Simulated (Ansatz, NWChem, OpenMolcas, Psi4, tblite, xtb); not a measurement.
## C2H8OSi (SMILES CC[SiH2]O): methods side by side

The species is C2H8OSi (12 atoms), meant as a singlet with charge 0. SMILES: `CC[SiH2]O`. Geometry: relaxed at PBE0-D4/def2-TZVP. This is one conformer, not always the lowest.

```xyz
12

C    -1.4620   -0.3151   -0.1304
C    -0.1931   -0.5952    0.6706
Si    1.3481    0.1382   -0.0886
O     1.2580    1.7827   -0.2296
H    -1.3847   -0.7013   -1.1508
H    -1.6591    0.7583   -0.1987
H    -2.3414   -0.7753    0.3268
H    -0.2921   -0.2109    1.6917
H    -0.0311   -1.6758    0.7672
H     1.5558   -0.4735   -1.4355
H     2.5306   -0.1249    0.7691
H     0.7481    2.1376   -0.9579
```

Each level gives the HOMO–LUMO gap (eV). The values are calculated.

```
            level                    kind     program  value (eV)   CPU time
         GFN2-xTB          semi-empirical         xtb        6.20  under 2 s
        IPEA1-xTB          semi-empirical      tblite        5.31  under 2 s
       HF/cc-pVDZ            Hartree–Fock        Psi4       15.51       16 s
    SVWN5/cc-pVDZ                     LDA      Ansatz        6.31      2.7 s
      PBE/cc-pVDZ                     GGA      NWChem        6.45       64 s
   r2SCAN/cc-pVDZ                meta-GGA  OpenMolcas        7.33      2 min
    BHLYP/cc-pVDZ           global hybrid      Ansatz       11.02      4.8 s
   M06-2X/cc-pVDZ         hybrid meta-GGA      NWChem       10.87       68 s
CAM-B3LYP/cc-pVDZ  range-separated hybrid      Ansatz       11.18      4.2 s
   B2PLYP/cc-pVDZ           double hybrid  OpenMolcas       11.29       49 s
```

The values span 5.31 to 15.51 eV. Orbital gaps aren't excitation energies, and those of double hybrids come from the SCF part alone; they tend to grow with the share of exact exchange. Times are those of the runs behind each value, whatever else they computed, on shared processors of several kinds: orders of magnitude only.

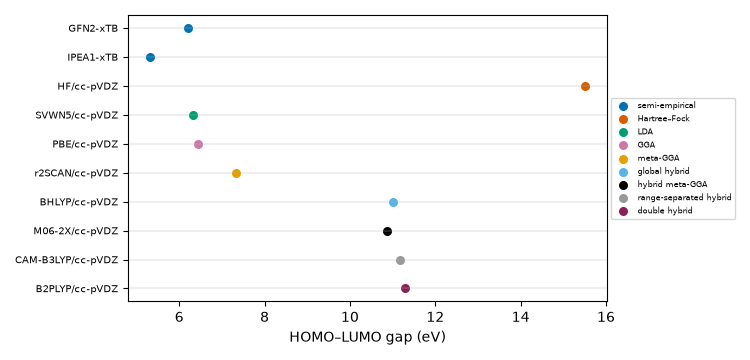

The values of the table, level by level.
